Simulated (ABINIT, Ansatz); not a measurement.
# A GW chain in ABINIT: CaC2 (R-3m)

Wanted: ground state, empty states, screening and self-energy for CaC2 (R-3m).

Method: PBEsol and many-body steps on it, plane waves, in ABINIT 10.8.3.

## (1) Starting point

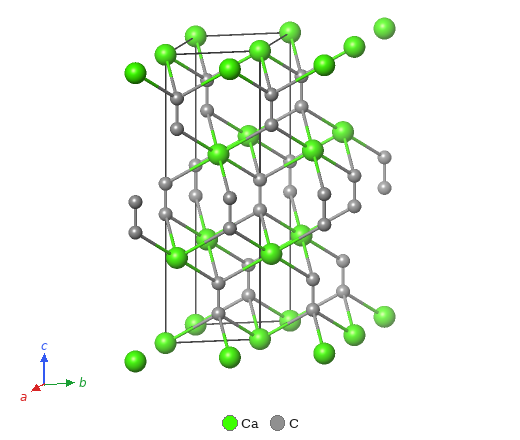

The starting structure, seen slightly off an axis (calcium green, carbon grey). 2×2×1 cells are drawn. This picture shows the conventional cell, with its axes. Bonds to atoms that aren't drawn are left out. Some periodic images of atoms are drawn too.

The cell and positions are those that the Materials Project relaxed with its own functionals (PBE, PBE+U or r2SCAN), kept fixed.

## (2) Ground state

This step: ABINIT 10.8.3; DFT, PBEsol, plane waves, norm-conserving pseudopotentials.

The ground-state density comes first.

File run.abi:

```
acell 3*1.0 Angstrom
rprim 
  1.944397984288 1.122598699617 3.953874776707
  -1.944397984288 1.122598699617 3.953874776707
  -0.000000000000 -2.245197399304 3.953874776686
ntypat 2
znucl 20 6
natom 3
typat 1 2 2
xred 
  0.000000000000 0.000000000000 0.000000000000
  0.552915000000 0.552915000000 0.552915000000
  0.447085000000 0.447085000000 0.447085000000
pp_dirpath "pseudos"
pseudos "Ca.upf, C.upf"
ecut 37
ngkpt 6 6 6
nshiftk 1
shiftk 0 0 0
kptopt 1
chksymbreak 0
nband 14
occopt 1
tolvrs 1e-10
nstep 60
prtwf 0
optforces 0
optstress 0
indata_prefix "in"
outdata_prefix "out"
tmpdata_prefix "tmp"
```

Started as:

```console
> OMP_NUM_THREADS=1 mpirun -n 4 abinit run.abi > log
```

Numbers of over 12 decimals in the logs are rounded to 6 here.

Output:

```text
.Version 10.8.3 of ABINIT. v10.8.2 released Aug 2026.

 Symmetries : space group R-3 m (#166); Bravais hR (rhombohedral)
================================================================================
 Values of the parameters that define the memory need of the present run
     intxc =       0    ionmov =       0      iscf =       7    lmnmax =       6
     lnmax =       6     mgfft =      48  mpssoang =       3    mqgrid =    3001
     natom =       3  nloc_mem =       1    nspden =       1   nspinor =       1
    nsppol =       1      nsym =      12    n1xccc =    2501    ntypat =       2
    occopt =       1   xclevel =       2
-    mband =          14        mffmem =           1         mkmem =           8
       mpw =        3773          nfft =      110592          nkpt =          32
================================================================================
  Rough estimation (10% accuracy) of disk space for files :
================================================================================

--------------------------------------------------------------------------------
------------- Echo of variables that govern the present computation ------------
--------------------------------------------------------------------------------
 -outvars: echo values of preprocessed input variables --------
            acell      1.8897261259E+00  1.8897261259E+00  1.8897261259E+00 Bohr

      chksymbreak           0
             ecut      3.70000000E+01 Hartree
-          fftalg         312

              ixc     -116133
              kpt      0.00000000E+00  0.00000000E+00  0.00000000E+00
                       1.66666667E-01  0.00000000E+00  0.00000000E+00
                       3.33333333E-01  0.00000000E+00  0.00000000E+00
                       5.00000000E-01  0.00000000E+00  0.00000000E+00
                       1.66666667E-01  1.66666667E-01  0.00000000E+00
                       3.33333333E-01  1.66666667E-01  0.00000000E+00
                       5.00000000E-01  1.66666667E-01  0.00000000E+00
                      -3.33333333E-01  1.66666667E-01  0.00000000E+00
                      -1.66666667E-01  1.66666667E-01  0.00000000E+00
   [... 21 further rows ...]
                      -3.33333333E-01  5.00000000E-01  3.33333333E-01
                       5.00000000E-01  5.00000000E-01  5.00000000E-01
         kptrlatt        6    0    0      0    6    0      0    0    6
          kptrlen      4.40925560E+01
P           mkmem           8
            natom           3
            nband          14
            ngfft          48      48      48
             nkpt          32
            nstep          60
             nsym          12
           ntypat           2
              occ      2.000000  2.000000  2.000000  2.000000  2.000000  2.000000
                       2.000000  2.000000  2.000000  0.000000  0.000000  0.000000
                       0.000000  0.000000
        optforces           0
        optstress           0
            prtwf           0
            rprim      1.9443979843E+00  1.1225986996E+00  3.9538747767E+00
[...]
spgroup         166

           tolvrs      1.00000000E-10

             xred      0.0000000000E+00  0.0000000000E+00  0.0000000000E+00
[...]
znucl       20.00000    6.00000

================================================================================

 chkinp: Checking input parameters for consistency.

================================================================================
== DATASET  1 ==================================================================
-   mpi_nproc: 4, omp_nthreads: 1 (-1 if OMP is not activated)

--- !DatasetInfo
iteration_state: {dtset: 1, }
dimensions: {natom: 3, nkpt: 32, mband: 14, nsppol: 1, nspinor: 1, nspden: 1, mpw: 3773, }
cutoff_energies: {ecut:  37.0, pawecutdg:  -1.0, }
electrons: {nelect:   1.80000000E+01, charge:   0.00000000E+00, occopt:   1.00000000E+00, tsmear:   1.00000000E-02, }

 Real(R)+Recip(G) space primitive vectors, cartesian coordinates (Bohr,Bohr^-1):
 R(1)=  3.6743797  2.1214041  7.4717405  G(1)=  0.1360774  0.0785643  0.0446125
 R(2)= -3.6743797  2.1214041  7.4717405  G(2)= -0.1360774  0.0785643  0.0446125
 R(3)=  0.0000000 -4.2428082  7.4717405  G(3)=  0.0000000 -0.1571286  0.0446125
 Unit cell volume ucvol=  3.4944631E+02 bohr^3
 Angles (23,13,12)=  5.06350386E+01  5.06350386E+01  5.06350386E+01 degrees

 getcut: wavevector=  0.0000  0.0000  0.0000  ngfft=  48  48  48
         ecut(hartree)=     37.000   => boxcut(ratio)=   2.04037

--- Pseudopotential description ------------------------------------------------
- Ca Generated using ONCVPSP code by D. R. Hamann
- 20.00000  10.00000  180301                  znucl, zion, pspdat
12 -116133 2 -1 1746                          pspcod,pspxc,lmax,lloc,mmax
     nproj     2     2     2
  pspatm : epsatm=   12.46101000
         --- l  ekb(1:nproj) -->
[...]
pspatm: atomic psp has been read  and splines computed

- C Generated using ONCVPSP code by D. R. Hamann
-  6.00000   4.00000  180301                  znucl, zion, pspdat
12 -116133 1 -1 1248                          pspcod,pspxc,lmax,lloc,mmax
     nproj     2     2     0
  pspatm : epsatm=    4.34909242
         --- l  ekb(1:nproj) -->
[...]
pspatm: atomic psp has been read  and splines computed

   3.80865507E+02                                ecore*ucvol(ha*bohr**3)
--------------------------------------------------------------------------------

_setup2: Arith. and geom. avg. npw (full set) are    3757.764    3757.752

================================================================================

--- !BeginCycle
iteration_state: {dtset: 1, }
solver: {iscf: 7, nstep: 60, nline: 4, wfoptalg: 0, }
tolerances: {tolvrs: 1.00E-10, }

     iter   Etot(hartree)      deltaE(h)  residm     vres2
 ETOT  1  -50.501276737401    -5.050E+01 6.842E-02 1.085E+03
 ETOT  2  -50.611329731883    -1.101E-01 5.097E-02 2.513E+02
 ETOT  3  -50.638544508556    -2.721E-02 8.518E-03 2.009E+00
 ETOT  4  -50.638789263750    -2.448E-04 7.936E-03 1.213E-01
 ETOT  5  -50.638796644078    -7.380E-06 4.535E-03 9.786E-03
 ETOT  6  -50.638797027178    -3.831E-07 2.624E-03 5.776E-04
 ETOT  7  -50.638797074121    -4.694E-08 2.899E-03 2.320E-05
 ETOT  8  -50.638797075580    -1.459E-09 2.198E-03 7.751E-07
 ETOT  9  -50.638797075636    -5.656E-11 1.697E-03 3.296E-08
 ETOT 10  -50.638797075637    -7.461E-13 1.244E-03 1.354E-09
 ETOT 11  -50.638797075639    -2.188E-12 7.617E-04 4.306E-11

 At SCF step   11       vres2   =  4.31E-11 < tolvrs=  1.00E-10 =>converged.

--- !ResultsGS
iteration_state: {dtset: 1, }
comment   : Summary of ground state results
lattice_vectors:
- [  3.6743797,   2.1214041,   7.4717405, ]
- [ -3.6743797,   2.1214041,   7.4717405, ]
- [ -0.0000000,  -4.2428082,   7.4717405, ]
lattice_lengths: [   8.59234,    8.59234,    8.59234, ]
lattice_angles: [ 50.635,  50.635,  50.635, ] # degrees, (23, 13, 12)
lattice_volume:   3.4944631E+02
convergence: {deltae: -2.188E-12, res2:  4.306E-11, residm:  7.617E-04, diffor:  0.000E+00, }
etotal    :  -5.06387971E+01
entropy   :   0.00000000E+00
fermie    :   9.40858063E-02
cartesian_stress_tensor: null
pressure_GPa: null
xred      :
- [  0.0000E+00,   0.0000E+00,   0.0000E+00, Ca]
- [  5.5292E-01,   5.5292E-01,   5.5292E-01,  C]
- [  4.4709E-01,   4.4709E-01,   4.4709E-01,  C]
cartesian_forces: null
force_length_stats: {min: null, max: null, mean: null, }

 Integrated electronic density in atomic spheres:
 ------------------------------------------------
 Atom  Sphere_radius  Integrated_density
[...]
2        2.00000          4.20215924
    3        2.00000          4.20215924
================================================================================

 ----iterations are completed or convergence reached----

 Mean square residual over all n,k,spin=   26.307E-07; max=  76.171E-05
 reduced coordinates (array xred) for    3 atoms
       0.000000000000      0.000000000000      0.000000000000
       0.552915000000      0.552915000000      0.552915000000
       0.447085000000      0.447085000000      0.447085000000
 rms dE/dt=  0.0000E+00; max dE/dt=  0.0000E+00; dE/dt below (all hartree)
    1       0.000000000000      0.000000000000      0.000000000000
    2       0.000000000000      0.000000000000      0.000000000000
    3       0.000000000000      0.000000000000      0.000000000000

 cartesian coordinates (angstrom) at end:
    1      0.000000     0.000000     0.000000
    2     -0.000000    -3.87e-11     6.558470
    3      0.000000    -3.13e-11     5.303154
 length scales=  1.889726125908  1.889726125908  1.889726125908 bohr
              =  1.000000000000  1.000000000000  1.000000000000 angstroms
 prteigrs : about to open file out_EIG
 Fermi (or HOMO) energy (hartree) =   0.09409   Average Vxc (hartree)=  -0.34090
 Eigenvalues (hartree) for nkpt=  32  k points:
 kpt#   1, nband= 14, wtk=  0.00463, kpt=  0.0000  0.0000  0.0000 (reduced coord)
  -1.33865   -0.64548   -0.64063   -0.64063   -0.36657   -0.01092   -0.00870    0.06363
   0.06363    0.20688    0.20688    0.24881    0.29621    0.29621
 prteigrs : prtvol=0 or 1, do not print more k-points.

--- !EnergyTerms
iteration_state     : {dtset: 1, }
comment             : Components of total free energy in Hartree
kinetic             :  2.11204500361871E+01
hartree             :  1.12365438107583E+01
xc                  : -1.13966177592388E+01
Ewald energy        : -3.33936292562160E+01
psp_core            :  1.08991136854927E+00
local_psp           : -4.21227197201759E+01
non_local_psp       :  2.82726444449675E+00
total_energy        : -5.06387970756393E+01
total_energy_eV     : -1.37795186625707E+03
band_energy         : -7.14207886136955E+00

== END DATASET(S) ==============================================================
================================================================================

 -outvars: echo values of variables after computation  --------
           etotal     -5.0638797076E+01
            nband          14
             nkpt          32
          spgroup         166
 [... the other variables as echoed above ...]

 Calculation completed.
```

Elapsed: 28 s, on 4 MPI ranks of Arm Neoverse N1, shared host; peak memory 0.35 GiB.

Numbers from this step:

```yaml
total_energy: -1377.9519 eV
gap: 2.585 eV
k_of_the_valence_top: 0.5, 0.5, 0.5
k_of_the_conduction_bottom: 0.5, 0.5, 0
least_direct_gap: 3.889 eV
```

The gap is indirect, with the least direct gap 1.30 eV higher.

[end of part 1 of 3]

[Paths, hosts, dates, memory and timing lines, banners, echoed tables and standing remarks are left out of the program output.]

[Logs are printed without paths, hosts, clocks, repeated set-up lines and the standing remarks that a program may print on its own settings, such as how far it seeks lower states.]

[Runs of the session that timed out or met a known fault of the program may be left out.]

[Hosts, paths, dates, database ids (printed as entryN), source tags and the programs' standing remarks are cut or masked in the printed files.]

[G0W0 gaps are taken among the corrected bands and points alone; a level outside them can change the order at an edge.]

[Where Ansatz stands beside ABINIT at settings called matched, ABINIT's density can come from a denser mesh and the files from another edition; pairs whose starting gaps differed by over 0.03 eV were left out, so agreement reads better than it is.]
